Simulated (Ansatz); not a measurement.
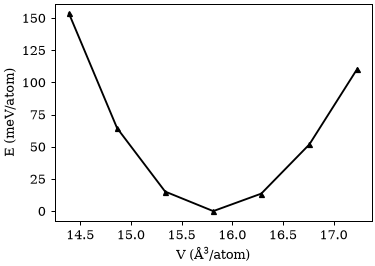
W (bcc (W type), Im-3m) under volume change, r²SCAN+D4 (plane waves, PAW; program Ansatz), scaled uniformly.

**Question.** What does a third-order Birch–Murnaghan fit give for V₀, B₀ and B′?

**Answer.** V₀ = 15.81 Å³/atom, B₀ = 324 GPa, B′ = 4.3.

The cell was relaxed with r²SCAN+D4 under the symmetry of its start. No spin polarisation was allowed. The pairwise dispersion correction was not fitted to metals. Scalar-relativistic: spin–orbit coupling is off unless named, which matters more the heavier the elements.

Potentials: the later of the program's two PAW sets.
